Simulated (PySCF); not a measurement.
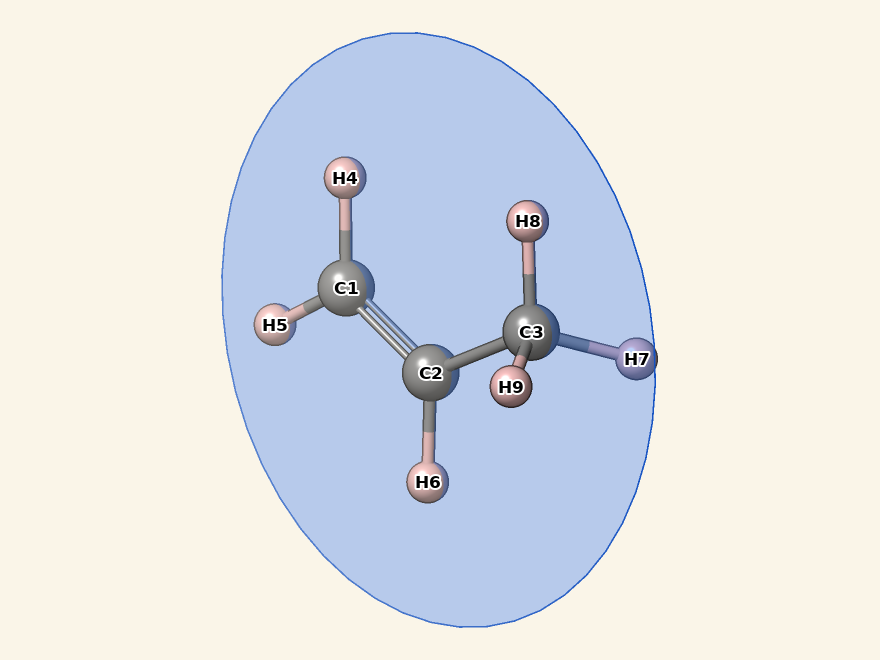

A disc through the centre of mass is drawn in. Atoms fade into the background with distance from the viewer. Computed geometry: PBE0-D3(BJ)/def2-SVP optimisation. No frequency run is at hand to confirm it as a minimum.

Is the plane of the disc a mirror plane of the structure?

Answer. Yes. The reflection leaves C1, C2, C3, H4, H5, H6, H8 in place and moves H7 ↔ H9. The point group is Cs.
